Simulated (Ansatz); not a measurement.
Input

```
crystal:
  periodic: [false, false, false]
  atoms:
    - {symbol: Al, position_ang: [-0.118885, -0.367385, 1.519194]}
    - {symbol: Ge, position_ang: [-0.216128, -0.391897, -1.812908]}
    - {symbol: O, position_ang: [0.939870, -1.642084, 1.928078]}
    - {symbol: O, position_ang: [-0.496519, 0.024291, -0.092280]}
    - {symbol: H, position_ang: [1.401908, -2.232323, 1.328639]}
    - {symbol: H, position_ang: [-0.748679, 0.451819, 2.698117]}
    - {symbol: H, position_ang: [-1.574249, -0.759252, -2.426012]}
    - {symbol: H, position_ang: [0.754532, -1.586612, -1.886441]}
    - {symbol: H, position_ang: [0.391920, 0.842240, -2.492927]}
basis:
  gaussian: {orbitals: def2-TZVPD}
output: {forces: true, orbitals: {seedname: orbitals}}
hamiltonian: {xc: pbe0}
```

Launched as:

```sh
ansatz run input.yaml --threads 2 --pin off --max-ram 4350MiB --events-out events.jsonl --progress --plain --runs-dir runs
```

Geometry: PBE0-D3(BJ)/pcseg-1.

Computed with Ansatz 0.2.0, isolated molecule in a Gaussian basis; Kohn-Sham density functional theory, functional PBE0.

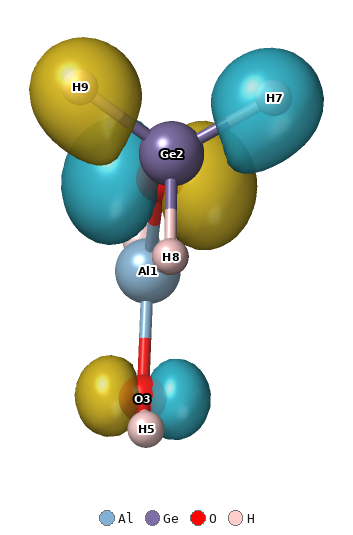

AlGeH₅O₂ (SMILES [OH][AlH][O][GeH3]). The HOMO−1 at ±0.15 Å⁻³ᐟ² (yellow and cyan are the two phases), seen at an oblique angle.

Where does this orbital lie, and at what energy?

Answer. Its weight (Hirshfeld) is mainly on O4 (about 50 %), Ge2 (about 15 %), H7 (about 10 %), H9 (about 10 %) and O3 (about 10 %). Its energy is −8.65 eV.
